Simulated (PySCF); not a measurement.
# AlClF2 (SMILES [F][Al]([F])[Cl]) at 6 levels

We compute a comparison of 6 runs (B3LYP/6-31G*, B3LYP/def2-SVPD, BHLYP/def2-SVPD, BLYP/def2-SVPD, PBE0/def2-SVPD, SCS-MP2/def2-SVPD) of AlClF2. 

Program for the calculation: PySCF 2.14.0.

3 further runs of the same task are left out: 3 set aside as unsound or not needed.

## (1) The structure to begin with

The species is AlClF2 (4 atoms), meant as a singlet with charge 0. As SMILES, `[F][Al]([F])[Cl]`. Geometry: relaxed at PBE0-D4/def2-TZVP.

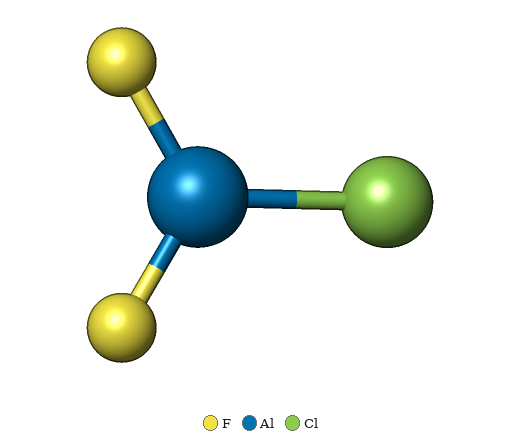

The structure, seen from a chosen angle (fluorine yellow, aluminium blue, chlorine green).

## (2) A single-point energy at B3LYP/6-31G(d) (spherical functions) (run 1)

File start.xyz:

```xyz
4

F      0.997200     0.721760     1.149640
Al     0.069280    -0.050750     0.053570
F      0.273490    -1.653820    -0.164660
Cl    -1.339980     0.982810    -1.038560
```

File calc.py:

```python
from pyscf import gto, dft

system = gto.M(
    atom='start.xyz',
    basis='6-31g*',
    verbose=3,
    charge=0,
    max_memory=1860,
)

mf = dft.RKS(system)
mf.xc = 'b3lyp'
mf.conv_tol = 1e-10
mf.grids.level = 5
mf.kernel()
if not mf.converged:
    mf = mf.newton().run(mf.mo_coeff, mf.mo_occ)

e_final = mf.e_tot
print(f'total energy: {e_final:.8f} hartree')
```

On the command line:

```sh
$ OMP_NUM_THREADS=1 python calc.py
```

Output:

```text
converged SCF energy = -902.518033020695
total energy: -902.51803302 hartree
```

Wall time 8.7 s (1 thread of Intel Xeon at 2.70GHz, shared host); peak memory 0.34 GiB.

## (3) A single-point energy at B3LYP/def2-SVPD (run 2)

File job.py:

```python
from pyscf import gto, dft

mol = gto.M(
    atom='''
F      1.884435     1.363929     2.172505
Al     0.130920    -0.095904     0.101233
F      0.516821    -3.125267    -0.311162
Cl    -2.532195     1.857242    -1.962594
''',
    charge=0,
    spin=0,
    basis='def2-svpd',
    verbose=3,
    max_memory=1860,
    unit='bohr',
)

mf = dft.RKS(mol)
mf.xc = 'b3lyp'
mf.conv_tol = 1e-10
mf.grids.level = 5
mf.kernel()
if not mf.converged:
    mf = mf.newton().run(mf.mo_coeff, mf.mo_occ)

e_tot = mf.e_tot
print('E(%s) = %.9f' % ('B3LYP', e_tot))
```

On the command line:

```sh
$ OMP_NUM_THREADS=1 python job.py
```

Output:

```text
converged SCF energy = -902.214439775478
E(B3LYP) = -902.214439775
```

It took 17 s on 1 thread of Intel Xeon at 2.70GHz, shared host; peak memory 0.49 GiB.

## (4) The energy at BHLYP/def2-SVPD (run 3)

File job.py:

```python
# [F][Al]([F])[Cl]
from pyscf import gto, dft

molecule = gto.Mole()
molecule.atom = 'F 0.997200 0.721760 1.149640; Al 0.069280 -0.050750 0.053570; F 0.273490 -1.653820 -0.164660; Cl -1.339980 0.982810 -1.038560'
molecule.verbose = 3
molecule.charge = 0
molecule.basis = 'def2-svpd'
molecule.max_memory = 1860
molecule.build()

ks = dft.RKS(molecule)
ks.xc = 'bhandhlyp'
ks.grids.level = 5
ks.conv_tol = 1e-10
ks.kernel()
if not ks.converged:
    ks = ks.newton().run(ks.mo_coeff, ks.mo_occ)

e_final = ks.e_tot
print('Final energy', e_final)
```

On the command line:

```sh
$ OMP_NUM_THREADS=1 python job.py
```

Output:

```text
converged SCF energy = -902.11428343656
Final energy -902.1142834365598
```

Run time: 15 s. Hardware: 1 thread of Intel Xeon at 2.70GHz, shared host; peak memory 0.49 GiB.

Runs 4 to 5 aren't shown in full; the table further down has their settings and results.

## (5) A single-point energy at SCS-MP2/def2-SVPD (run 6)

File calc.py:

```python
# [F][Al]([F])[Cl]
from pyscf import gto, mp

mol = gto.M(
    atom='''
F      0.997200     0.721760     1.149640
Al     0.069280    -0.050750     0.053570
F      0.273490    -1.653820    -0.164660
Cl    -1.339980     0.982810    -1.038560
''',
    max_memory=1860,
    verbose=4,
    basis='def2-svpd',
)

mf = mol.RHF()
mf.conv_tol = 1e-10
mf.kernel()
if not mf.converged:
    mf = mf.newton().run(mf.mo_coeff, mf.mo_occ)

pt = mp.MP2(mf, frozen=12).run()
e_final = mf.e_tot + 1.2 * pt.e_corr_os + pt.e_corr_ss / 3
print('E = %.10f Eh' % e_final)
```

On the command line:

```sh
$ OMP_NUM_THREADS=1 python calc.py
```

Output:

```text
PySCF version 2.14.0

[... 58 lines left out ...]
converged SCF energy = -900.164194812699
[... 1 line left out ...]
******** <class 'pyscf.mp.mp2.RMP2'> ********
nocc = 12, nmo = 85
frozen orbitals 12
E(RMP2) = -900.758563183698  E_corr = -0.594368370999051
E(SCS-RMP2) = -900.735008292357  E_corr = -0.570813479657581
E_corr(same-spin) = -0.164340652547631
E_corr(oppo-spin) = -0.43002771845142
E = -900.7350082924 Eh
```

Run time: 2.4 s. Hardware: 1 thread of Intel Xeon at 2.70GHz, shared host; peak memory 0.24 GiB.

## (6) Overview of the runs

```tsv
run	level	integration grid	frozen core orbitals	energy (Eh)	dipole moment (D) of the reference	HOMO energy (eV)	LUMO energy (eV)	wall time
1	B3LYP/6-31G* (spherical functions)	5	–	-902.518033	0.08	-9.49	-1.58	8.7 s
2	B3LYP/def2-SVPD	5	–	-902.214440	0.53	-9.77	-1.94	17 s
3	BHLYP/def2-SVPD	5	–	-902.114283	0.54	-11.38	-0.98	15 s
4	BLYP/def2-SVPD	5	–	-902.166426	0.52	-8.43	-2.43	16 s
5	PBE0/def2-SVPD	5	–	-901.723895	0.52	-10.09	-1.62	17 s
6	SCS-MP2/def2-SVPD	–	12	-900.735008	0.49	-13.49	0.69	2.4 s
```

## (7) Summary of results

| quantity | value |
| --- | --- |
| run 6: total energy | -900.73501 Eh |
| run 6: dipole moment (Hartree–Fock density) | 0.49 D |
| run 6: HOMO energy (Hartree–Fock orbitals) | -13.49 eV |
| run 6: LUMO energy (Hartree–Fock orbitals) | 0.69 eV |
| run 6: HOMO–LUMO gap (Hartree–Fock orbitals) | 14.18 eV |
| run 6: correlation energy (12 core orbitals frozen) | -570.8 mEh |

What this shows: Over runs 1, 2, 3, 4, 5 the dipole moment (its size) runs from 0.08 D (B3LYP/6-31G*) to 0.54 D (BHLYP/def2-SVPD). The two ends differ in method and basis. Over runs 1, 2, 3, 4, 5 the HOMO–LUMO gap runs from 6.00 eV (BLYP/def2-SVPD) to 10.40 eV (BHLYP/def2-SVPD). Totals of different functionals can't be ranked against each other. All runs together took 76 s, the longest 17 s.
